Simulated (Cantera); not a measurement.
Input: 1 mol CHF3, 1.4 mol HCl, equilibrated at 150 Pa.

Method: chemical equilibrium by Gibbs-energy minimisation in Cantera with the NASA 1993 tables (ideal gas, pure condensed phases). Candidate condensed phases: C, C6H6, C7H8, C8H18; 118 gas species. The tables' values for CCl are old estimates; treat these amounts as uncertain. Rates play no part.

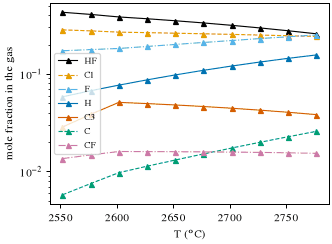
*Equilibrium gas composition (values under 1e-9 drawn at 1e-9)*

**Question.** Read off the mole fractions at 2577 °C.

**Answer.** HF about 0.41, Cl about 0.28, F about 0.18, H about 0.067, C3 about 0.039, CF about 0.015, C about 0.0075.
